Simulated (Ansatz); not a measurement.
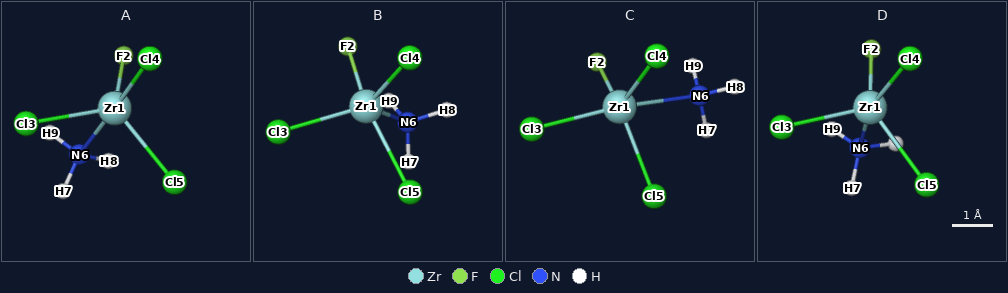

4 geometries from a converged minimum-energy path of ZrNH₃Cl₃F, shuffled. The picture is a ball-and-stick view, seen at a tilt.

Theory: Ansatz, RKS BLYP/def2-SVP. Settings: 5 movable images; climbing image; force threshold 0.03 eV/Å; iteration limit 60; starting path through a guess of the saddle point.

Q: Which frame is the top of the path?

A: B. In order along the path, whose images run from 0 to 6: C (image 1, +6.5 kJ/mol), B (image 3, +21.3 kJ/mol), D (image 5, +6.7 kJ/mol), A (image 6, −1.4 kJ/mol). No bond forms or breaks between the ends. Bond angles that change up to the highest image, for instance: Cl3–Zr1–N6 175.8° → 124.6°, Cl4–Zr1–N6 82.1° → 121.8°.
